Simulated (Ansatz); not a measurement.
The end point of a relaxation of SiC. Computed with r2SCAN (plane waves to 500 eV, PAW, scalar-relativistic; Ansatz, a quantum-chemistry and plane-wave program).

F-43m (No. 216), cF8, zinc blende type; a = b = c = 4.356 Å, α = β = γ = 90.00°.

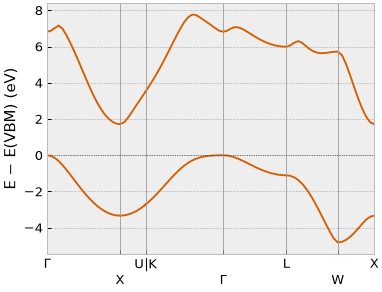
Figure: Highest filled and lowest empty band along the path of this cell's Brillouin zone

### Question
Read off the gap and say whether it is direct.

### Answer
1.71 eV, indirect (valence top at Γ, conduction bottom at X) (no spin-orbit coupling).

### Question
How far does the top valence band disperse along this path?

### Answer
About 4.8 eV.

No spin polarisation in the result.

Measured for SiC: a 4.346 Å (static lattice; corrected from measurement; as listed in Daniel Mejia-Rodriguez, S. B. Trickey, Phys. Rev. B (2018)); gap 2.53 eV (static lattice; corrected from measurement; as listed in Wei Chen et al., Physical Review Materials (2018)). Computed minus measured — a: r2SCAN +0.2 %; gap: r2SCAN -0.82 eV. The computed values are for a static lattice, and a measured gap can be an optical one, lowered by exciton binding.

The run could not lose the symmetry of its start.
